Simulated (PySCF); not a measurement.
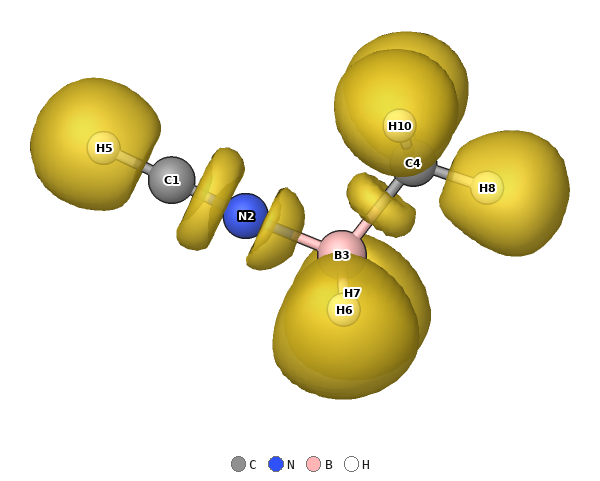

*C2H6BN (SMILES C#[N+][BH2-]C). Isosurface of the electron localisation function at 0.8 (yellow), seen across its widest extent. Core shells and regions of very low density are left out.*

Geometry: GFN2-xTB.

Computed with PySCF, PBE0/def2-SVPD, SCF density, gas phase.

Input file:

```
{"job": {"kind": "uv", "xc": "PBE0", "basis": "def2-SVPD", "nstates": 8, "ntriplets": 3}, "charge": 0, "multiplicity": 1}
C      2.171624    -0.203040     0.100795
N      1.120161     0.255860     0.157475
B     -0.242213     0.750815     0.197367
C     -1.190405    -0.513901    -0.239488
H      3.139083    -0.613678     0.051265
H     -0.424647     1.104517     1.320868
H     -0.279586     1.652646    -0.581480
H     -2.231530    -0.204640    -0.228044
H     -0.963691    -0.867638    -1.243139
H     -1.089914    -1.356287     0.441853
```

Command:

```sh
OMP_NUM_THREADS=1 python probes_run.py task.json out
```

**Describe the localisation domains.**

The surface consists of one region between bonded B–C atoms (shared pairs), one region between bonded B–N atoms (shared pairs), one region between bonded C–N atoms (shared pairs) and six regions around hydrogen nuclei. Profiles from the grid: C–N (1.15 Å): the ELF peaks at about 0.85 between the atoms; a multiple bond. B–N (1.45 Å): the ELF peaks at about 0.95 between the atoms, as expected for a polar covalent bond.
